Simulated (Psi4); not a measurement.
**HOF (hypofluorous acid) at CAM-B3LYP/aug-cc-pVTZ**

Aim: the vertical singlet–triplet gap of HOF (hypofluorous acid) at CAM-B3LYP/aug-cc-pVTZ, from 2 runs. 

Program for the calculation: Psi4 1.11.

1 further run of the same task is left out (set aside as unsound or not needed).

### Step 1. The system as given

HOF: 3 atoms, total charge 0, spin state singlet. SMILES: `OF`. Geometry: relaxed at PBE0-D4/def2-TZVP.

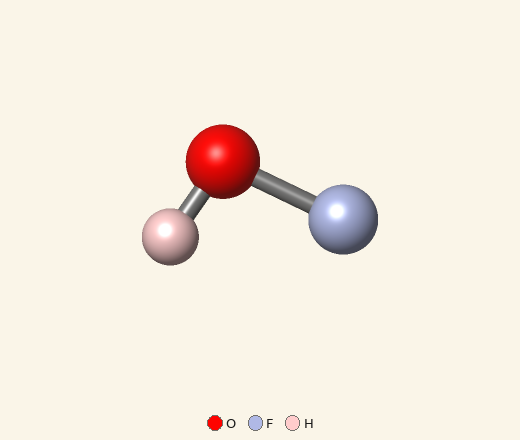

The structure, seen from a chosen angle (oxygen red, fluorine light blue, hydrogen pink).

### Step 2. The energy at CAM-B3LYP/aug-cc-pVTZ

job.inp reads:

```
memory 2200 MB

molecule molecule1 {
  0 1
  O      0.81369717    -0.39748499     0.40880445
  F     -0.41934912     1.91735392    -0.02074919
  H     -0.39436694    -1.51986893    -0.38805526
  units bohr
  symmetry c1
}

set {
  basis                aug-cc-pVTZ
  reference            rks
  puream               true
  e_convergence        1e-09
  d_convergence        1e-08
  scf_type             pk
  dft_radial_points    99
  dft_spherical_points 590
}

e_tot = energy('cam-b3lyp')
```

Run with:

```console
$ psi4 job.inp job.out -n 1
```

job.out:

```text
[...]
  Running in c1 symmetry.
[...]
  Nuclear repulsion =   34.062701197293578
[...]
  Multiplicity = 1
[...]
  Nalpha       = 9
  Nbeta        = 9
[...]
    Number of basis functions: 115
[...]
   @RKS iter   1:  -175.51538124233434   -4.23731e-01   3.33113e-03 DIIS/ADIIS
[...]
   @RKS iter  11:  -175.56502451517576   -3.21165e-12   2.91756e-09 DIIS
[...]
    Orbital Energies [Eh]
    ---------------------
    Doubly Occupied:
       1A    -24.811906     2A    -19.322693     3A     -1.352071
       4A     -1.063246     5A     -0.656416     6A     -0.585714
       7A     -0.564585     8A     -0.467500     9A     -0.401218
[...]
  @RKS Final Energy:  -175.56502451517576
   => Energetics <=
    Nuclear Repulsion Energy =             34.0627011972935776
    One-Electron Energy =                -310.9737826070257825
    Two-Electron Energy =                 115.6447747315707488
    DFT Exchange-Correlation Energy =     -14.2987178370143067
    Empirical Dispersion Energy =           0.0000000000000000
    VV10 Nonlocal Energy =                  0.0000000000000000
    Total Energy =                       -175.5650245151757645
[...]
 Multipole Moments:
 ------------------------------------------------------------------------------------
     Multipole            Electronic (a.u.)      Nuclear  (a.u.)        Total (a.u.)
 ------------------------------------------------------------------------------------
 L = 1.  Multiply by 2.5417464519 to convert [e a0] to [Debye]
 Dipole X            :         -0.3448323           -0.0741923           -0.4190246
 Dipole Y            :          1.0823254           -1.7197104           -0.6373849
 Dipole Z            :          0.0000000           -0.0000000            0.0000000
 Magnitude           :                                                    0.7627851
[...]
```

It took 15 s on 1 thread of Intel Xeon Platinum 8488C (Sapphire Rapids), shared host; peak memory 0.92 GiB.

### Step 3. The triplet: energy and forces at UCAM-B3LYP/aug-cc-pVTZ

fho.xyz reads:

```xyz
3
FHO
O      0.430590    -0.210340     0.216330
F     -0.221910     1.014620    -0.010980
H     -0.208690    -0.804280    -0.205350
```

job.py reads:

```python
import psi4

psi4.set_memory(2200000000)
psi4.set_num_threads(1)
psi4.core.set_output_file('fho.out', False)

with open('fho.xyz') as f:
    atoms = ''.join(f.readlines()[2:])
m = psi4.geometry('0 3\n' + atoms + 'symmetry c1\nno_reorient\nno_com')

options = {'reference': 'uks', 'puream': True, 'e_convergence': 1e-09, 'd_convergence': 1e-08, 'scf_type': 'pk', 'dft_radial_points': 99, 'dft_spherical_points': 590, 'maxiter': 100}
psi4.set_options(options)

result = psi4.gradient("cam-b3lyp/aug-cc-pVTZ")
print('gradient / Eh bohr^-1')
print(result.np.round(6))
```

Run with:

```console
$ python job.py
```

fho.out:

```text
[...]
  Running in c1 symmetry.
[...]
  Nuclear repulsion =   34.062701107921036
[...]
  Multiplicity = 3
[...]
  Nalpha       = 10
  Nbeta        = 8
[...]
    Number of basis functions: 115
[...]
   @UKS iter   1:  -175.37853866278186   -2.86888e-01   3.18917e-03 ADIIS/DIIS
[...]
   @UKS iter  13:  -175.42738529394236   -5.25802e-12   3.30149e-09 DIIS
[...]
   @S^2 Observed:                2.009498205E+00
[...]
    Orbital Energies [Eh]
    ---------------------
    Alpha Occupied:
       1A    -24.776437     2A    -19.338896     3A     -1.364204
       4A     -1.109957     5A     -0.689863     6A     -0.616524
       7A     -0.605500     8A     -0.470668     9A     -0.464317
      10A     -0.259303
    Alpha Virtual:
      11A     -0.000840    12A      0.087078    13A      0.094499
      14A      0.111840    15A      0.127529    16A      0.177158
      17A      0.196189    18A      0.200923    19A      0.217453
      20A      0.222119    21A      0.290825    22A      0.336258
      23A      0.358294    24A      0.529899    25A      0.603098
[...]
  @UKS Final Energy:  -175.42738529394236
   => Energetics <=
    Nuclear Repulsion Energy =             34.0627011079210362
    One-Electron Energy =                -310.9770258499015085
    Two-Electron Energy =                 115.8277376049026230
    DFT Exchange-Correlation Energy =     -14.3407981568645049
    Empirical Dispersion Energy =           0.0000000000000000
    VV10 Nonlocal Energy =                  0.0000000000000000
    Total Energy =                       -175.4273852939423648
[...]
 Multipole Moments:
 ------------------------------------------------------------------------------------
     Multipole            Electronic (a.u.)      Nuclear  (a.u.)        Total (a.u.)
 ------------------------------------------------------------------------------------
 L = 1.  Multiply by 2.5417464519 to convert [e a0] to [Debye]
 Dipole X            :         -2.5926618            2.3410683           -0.2515935
 Dipole Y            :        -13.3212064           12.5564364           -0.7647700
 Dipole Z            :         -2.9204867            2.6956376           -0.2248490
 Magnitude           :                                                    0.8359004
[...]
  -Total Gradient:
     Atom            X                  Y                   Z
    ------   -----------------  -----------------  -----------------
       1       -0.126349518290     0.236356895498    -0.044109629574
       2        0.126110878725    -0.245032274906     0.043014651948
       3        0.000239388878     0.008675583883     0.001095417354
[...]
```

The script printed:

```text
gradient / Eh bohr^-1
[[-1.26350e-01  2.36357e-01 -4.41100e-02]
 [ 1.26111e-01 -2.45032e-01  4.30150e-02]
 [ 2.39000e-04  8.67600e-03  1.09500e-03]]
```

Wall time 40 s (1 thread of Intel Xeon Platinum 8488C (Sapphire Rapids), shared host); peak memory 0.91 GiB.

### Step 4. Summary of results

Level: CAM-B3LYP/aug-cc-pVTZ.

| quantity | value |
| --- | --- |
| singlet: total energy | -175.56502 Eh |
| singlet: dipole moment | 1.94 D |
| singlet: HOMO energy | -10.92 eV |
| singlet: LUMO energy | -0.22 eV |
| singlet: HOMO–LUMO gap | 10.69 eV |
| triplet: total energy | -175.42739 Eh |
| triplet: dipole moment | 2.12 D |
| triplet: HOMO energy (highest over α and β) | -7.06 eV |
| triplet: LUMO energy (lowest over α and β) | -3.60 eV |
| triplet: ⟨S²⟩ | 2.009 |
| triplet: largest force on an atom | 14.343 eV/Å |
| vertical energy of the triplet above the singlet | 3.745 eV |

In words: At this shape the triplet lies 3.75 eV (361 kJ/mol) above the singlet.
